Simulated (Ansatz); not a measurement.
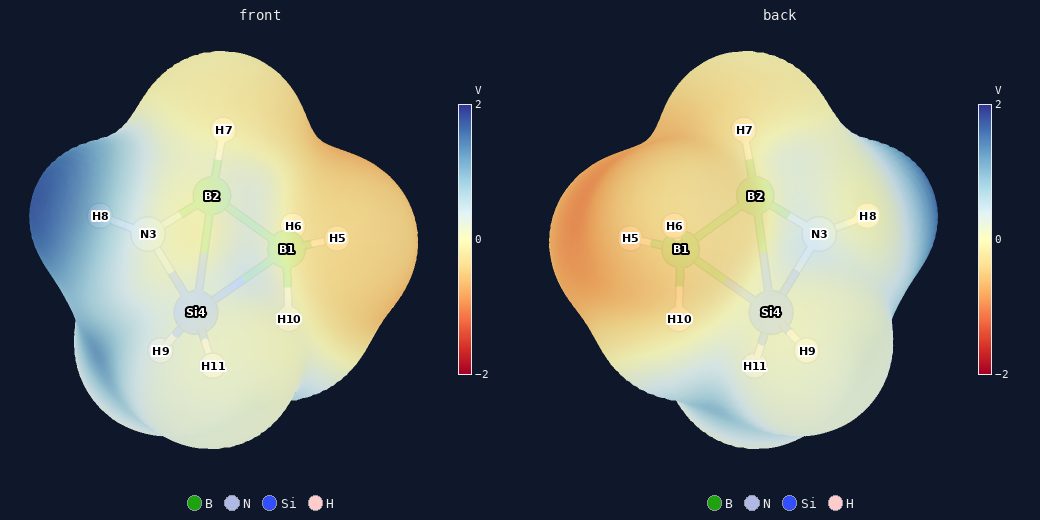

*B2H7NSi. The electrostatic potential painted on the density surface at 0.001 e/bohr³, seen from the front and from behind; the colour scale runs from red (negative) to blue (positive).*

All numbers below come from Ansatz 0.2.0, RKS PBE0/def2-SVP.

```xyz
11

B    -1.0523    0.5060   -0.1406
B     0.6576    0.9660    0.1079
N     1.5896   -0.0726    0.2198
Si    0.2126   -1.1139    0.0076
H    -1.3228    0.9903   -1.2211
H    -1.6133    0.9515    0.8403
H     0.8615    2.1532    0.1586
H     2.5911   -0.0535    0.3621
H    -0.0731   -1.9658    1.1948
H    -1.5285   -0.6635   -0.2295
H     0.2694   -1.9229   -1.2412
```

### Describe the electrostatic potential map.

The most negative region (about −0.9 V) lies over H6, the most positive (about +1.7 V) over H8.
